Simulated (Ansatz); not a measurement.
**A ladder of methods for [SiH5]− (SMILES [H][Si-]([H])([H])([H])[H])**

[SiH5]− has 6 atoms, charge -1, and is taken as a singlet. As SMILES, `[H][Si-]([H])([H])([H])[H]`. The shape is that of a GFN2-xTB optimisation.

```xyz
6

Si   -0.0002    0.0002    0.0015
H    -0.0199   -0.0078    1.6399
H     0.0218    0.0079   -1.6424
H     1.4906    0.0118    0.0192
H    -0.7575    1.2851   -0.0026
H    -0.7347   -1.2973   -0.0155
```

Each level gives the energy change with the Si1–H4 bond stretched from 1.491 to 2.237 Å (eV). The values are calculated.

```json
{"level": "HF/STO-3G (restricted)", "kind": "Hartree–Fock", "program": "Ansatz", "value (eV)": "3.00", "less FCI/STO-3G": "+0.82"}
{"level": "SVWN5/STO-3G (restricted)", "kind": "LDA", "program": "Ansatz", "value (eV)": "2.02", "less FCI/STO-3G": "-0.16"}
{"level": "BLYP/STO-3G (restricted)", "kind": "GGA", "program": "Ansatz", "value (eV)": "1.86", "less FCI/STO-3G": "-0.32"}
{"level": "PBE/STO-3G (restricted)", "kind": "GGA", "program": "Ansatz", "value (eV)": "1.92", "less FCI/STO-3G": "-0.26"}
{"level": "CCSD/STO-3G (restricted)", "kind": "coupled cluster or CI", "program": "Ansatz", "value (eV)": "2.20", "less FCI/STO-3G": "+0.02"}
{"level": "CCSDT(Q)/STO-3G (restricted)", "kind": "coupled cluster or CI", "program": "Ansatz", "value (eV)": "2.18", "less FCI/STO-3G": "0.00"}
{"level": "CCSDTQ/STO-3G (restricted)", "kind": "coupled cluster or CI", "program": "Ansatz", "value (eV)": "2.18", "less FCI/STO-3G": "0.00"}
{"level": "FCI/STO-3G", "kind": "exact in the basis", "program": "Ansatz", "value (eV)": "2.18", "less FCI/STO-3G": "0.00"}
```

FCI/STO-3G is exact within its basis and frozen core, so for wave-function methods in that basis the difference is their error; functionals converge differently with the basis, so for them it is only a difference. A spin-restricted reference rises too steeply as a bond breaks; here HF/STO-3G lie well above the multireference or unrestricted value. Sets without diffuse functions describe the anion poorly. The first shape isn't each level's own minimum. The values span 1.86 to 3.00 eV. All rows use very small basis sets, so none should be taken for the real molecule's value.

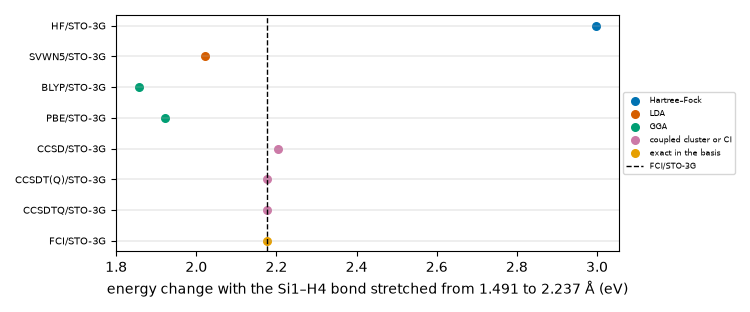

The values of the table, level by level.
